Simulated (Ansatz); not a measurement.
**CH5BN: composite energy at a relaxed geometry in Python**

Wanted for CH5BN: a composite energy at a relaxed geometry. SMILES: B[N]C.

Computed with Ansatz 0.2.0, driven from Python. The levels of theory stand in the script.

## 1. Starting point

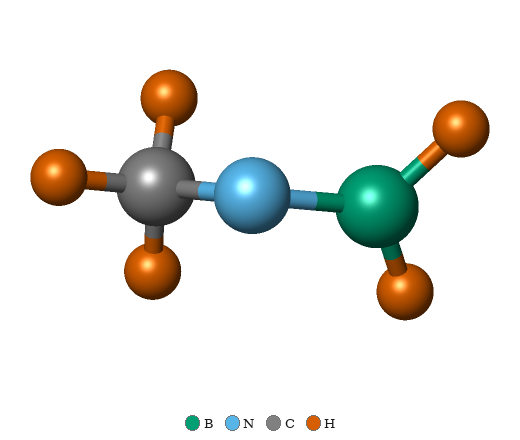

The starting structure, viewed from a chosen angle; boron teal, nitrogen blue, carbon grey, hydrogen orange.

No structure file is read: the coordinates are typed or built in the script.

## 2. Script

File composite.py:

```python
"""A composite energy for CH5BN: DFT geometry, MP2 basis limit, coupled-cluster correction."""

import itertools
import warnings

import ansatz as az
from ase.data import atomic_numbers, covalent_radii
import numpy as np


def main() -> None:
    warnings.simplefilter("ignore", az.DeckWarning)

    system = (
        az.Crystal.molecule()
        .atom("B", (-0.3229, 0.9649, -0.8466))
        .atom("N", (0.8227, 0.2803, -0.2498))
        .atom("C", (0.3293, -0.7714, 0.6318))
        .atom("H", (-1.0615, 0.4372, -1.5496))
        .atom("H", (-0.5129, 2.1599, -0.6896))
        .atom("H", (-0.2394, -0.3329, 1.4789))
        .atom("H", (1.2708, -1.2818, 1.0875))
        .atom("H", (-0.194, -1.5134, 0.0817))
    )

    setup = (
        system.calculation()
        .basis(gaussian="def2-SVP")
        .functional("PBE0")
        .spin("collinear", total=1)
    )
    symbols = [site.symbol for site in system.cartesian_sites]
    start = np.array([site.position_ang for site in system.cartesian_sites], dtype=float)
    r = setup.relax(force_tolerance=0.01).run().report
    end = np.array(r["positions_ang"])
    # pairs closer than 1.2 times the sum of covalent radii, before or after
    radius = [covalent_radii[atomic_numbers[s]] for s in symbols]
    span = lambda where, i, j: np.linalg.norm(where[i] - where[j])
    bonded = [(i, j) for i, j in itertools.combinations(range(len(symbols)), 2) if min(span(start, i, j), span(end, i, j)) < 1.2 * (radius[i] + radius[j])]
    print("pair        before    after (A)")
    for i, j in bonded:
        print(f"{symbols[i]}{i}-{symbols[j]}{j}".ljust(10), f"{span(start, i, j):8.4f} {span(end, i, j):8.4f}")

    minimum = az.Crystal.molecule()
    for symbol, place in zip(symbols, end):
        minimum = minimum.atom(symbol, place.tolist())
    at_minimum = minimum.calculation().spin("collinear", total=1)
    # MP2 extrapolated to the basis limit, plus the small-basis difference CCSD(T) - MP2
    level = lambda method, basis: at_minimum.basis(gaussian=basis).correlation(method).run().report
    small, large, cluster = level("mp2", "cc-pVDZ"), level("mp2", "cc-pVTZ"), level("ccsd_t", "cc-pVDZ")
    corr = lambda each: (each["free_energy_ev"] - each["reference_energy_ev"]) / 27.211386246
    mp2_limit = (27 * corr(large) - 8 * corr(small)) / 19
    pieces = {"HF / cc-pVTZ": large["reference_energy_ev"] / 27.211386246, "MP2 correlation, DZ-TZ limit": mp2_limit, "CCSD(T) - MP2 / cc-pVDZ": corr(cluster) - corr(small)}
    for name, value in pieces.items():
        print(f"{name:32s} {value:14.6f} Ha")
    print(f"{'sum':32s} {sum(pieces.values()):14.6f} Ha")
    print("T1 diagnostic", round(cluster["correlation"]["coupled_cluster"]["t1_diagnostic"], 4))


if __name__ == "__main__":
    main()
```

## 3. What the engine is handed

The package turns the script's settings into the engine's input (first run):

```yaml
crystal:
  periodic: [false, false, false]
  atoms:
    - { symbol: B, position_ang: [-0.3229, 0.9649, -0.8466] }
    - { symbol: "N", position_ang: [0.8227, 0.2803, -0.2498] }
    - { symbol: C, position_ang: [0.3293, -0.7714, 0.6318] }
    - { symbol: H, position_ang: [-1.0615, 0.4372, -1.5496] }
    - { symbol: H, position_ang: [-0.5129, 2.1599, -0.6896] }
    - { symbol: H, position_ang: [-0.2394, -0.3329, 1.4789] }
    - { symbol: H, position_ang: [1.2708, -1.2818, 1.0875] }
    - { symbol: H, position_ang: [-0.194, -1.5134, 0.0817] }
basis:
  gaussian:
    orbitals: def2-SVP
hamiltonian:
  xc: pbe0
magnetization:
  spin_polarized: true
  initial_magnetization: 1.0
relax:
  f_tol: 0.01
```

## 4. Launch

On the command line:

```bash
> python composite.py
```

Log:

```text
pair        before    after (A)
B0-N1        1.4619   1.3359
B0-H3        1.1481   1.2223
B0-H4        1.2202   1.2185
N1-C2        1.4583   1.3871
C2-H5        1.1105   1.1050
C2-H6        1.1639   1.1049
C2-H7        1.0616   1.1102
HF / cc-pVTZ                        -119.919849 Ha
MP2 correlation, DZ-TZ limit          -0.491150 Ha
CCSD(T) - MP2 / cc-pVDZ               -0.059969 Ha
sum                                 -120.470968 Ha
T1 diagnostic 0.0242
```

Run time: 64 s. Hardware: 1 thread of Arm Neoverse V1, shared host; peak memory 0.37 GiB.

Lines on the test bed's own set-up are left out of the output.

A comment line of the script is reworded here; the code is as run.

## 5. Path of the relaxation of run 0

The steps of the relaxation:

| step | energy from step 1 (eV) | largest force component (eV/Å) |
| --- | --- | --- |
| 1 | 0.0000 | 3.8505 |
| 2 | -0.3907 | 1.9463 |
| 3 | -0.5572 | 1.6168 |
| 4 | -0.7750 | 0.6580 |
| 5 | -0.8686 | 0.4238 |
| 6 | -0.9008 | 0.3100 |
| 7 | -0.9017 | 0.1291 |
| 8 | -0.9037 | 0.0760 |
| 9 | -0.8749 | 0.2680 |
| 10 | -0.9044 | 0.0485 |
| 11 | -0.9045 | 0.0126 |
| 12 | -0.9046 | 0.0170 |
| 13 | -0.9046 | 0.0328 |
| 14 | -0.9046 | 0.0164 |
| 15 | -0.9047 | 0.0135 |
| 16 | -0.9047 | 0.0107 |
| 17 | -0.9047 | 0.0023 |

Step 1 is the start. Steps 9, 13 were tried and not accepted.

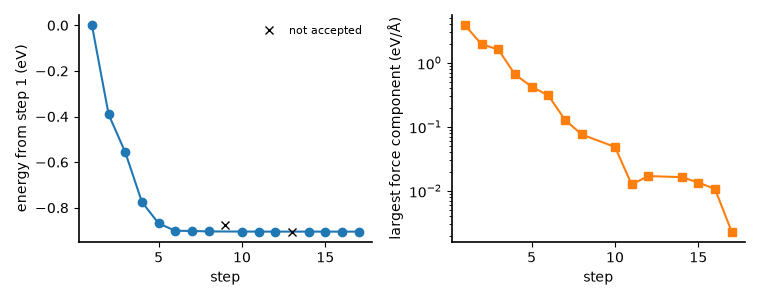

Energy and largest force along the relaxation.

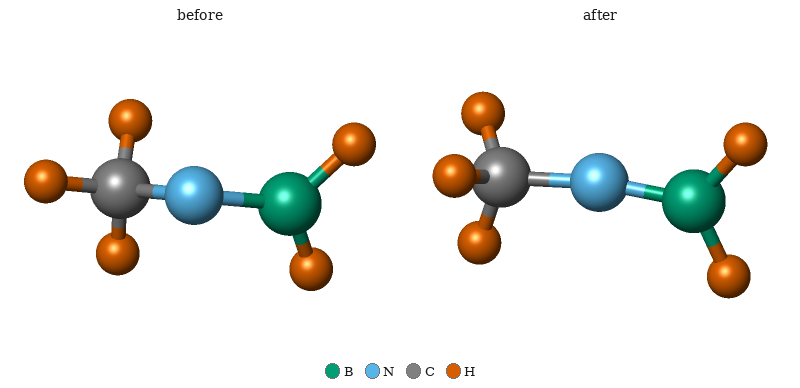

The structure before (left) and after (right) the relaxation, drawn at the same scale.

Before: Bond lengths: B1–N2 1.462 Å, N2–C3 1.458 Å, B1–H4 1.148 Å, B1–H5 1.220 Å, C3–H6 1.111 Å, C3–H7 1.164 Å, C3–H8 1.062 Å. Angles: B1–N2–C3 108.6°, N2–B1–H4 122.6°, N2–B1–H5 121.9°, H4–B1–H5 115.4°, N2–C3–H6 110.5°, N2–C3–H7 106.2°, N2–C3–H8 111.0°, H6–C3–H7 106.8°, H6–C3–H8 114.8°, H7–C3–H8 107.2°.

After: Bond lengths: B1–N2 1.336 Å, N2–C3 1.387 Å, B1–H4 1.222 Å, B1–H5 1.219 Å, C3–H6 1.105 Å, C3–H7 1.105 Å, C3–H8 1.110 Å. Angles: B1–N2–C3 170.6°, N2–B1–H4 119.6°, N2–B1–H5 120.8°, H4–B1–H5 119.6°, N2–C3–H6 112.5°, N2–C3–H7 112.6°, N2–C3–H8 109.5°, H6–C3–H7 108.8°, H6–C3–H8 106.5°, H7–C3–H8 106.5°.

Run 0 is this relaxation; the runs after it count from 1.

## 6. The runs side by side

The 3 runs, in the order started:

| run | basis | method | energy (eV) | <S²> | iterations in all | CPU time (s) |
| --- | --- | --- | --- | --- | --- | --- |
| 1 | cc-pVDZ | mp2 | -3272.2419 | 0.78 | 14 | 0.61 |
| 2 | cc-pVTZ | mp2 | -3275.5549 | 0.78 | 12 | 3.1 |
| 3 | cc-pVDZ | ccsd_t | -3273.8737 | 0.78 | 59 | 8.7 |

## 7. Outcome

| quantity | value |
| --- | --- |
| T1 diagnostic | 0.0242 |
| composite energy | -120.470968 Ha |
| runs compared | 3 |

**Reading.** In CPU time, run 3 cost about 14 times as much as run 1. A T1 diagnostic under about 0.02 supports a single-reference treatment; this one lies above (open shells tolerate somewhat more). Run 0: After 14 moves the largest shift is 0.826 Å, of atom 2 (N). So large a move can change the bonding: the results belong to the relaxed structure. Reading the output:
- The sum leaves out core correlation, relativity, the Hartree-Fock basis error and zero-point energy; a DZ-TZ extrapolation is rough.
- The species is open-shell (spin multiplicity 2).
- Inner cores stay frozen, so this is valence correlation.
- An extrapolation from small basis sets is rough.
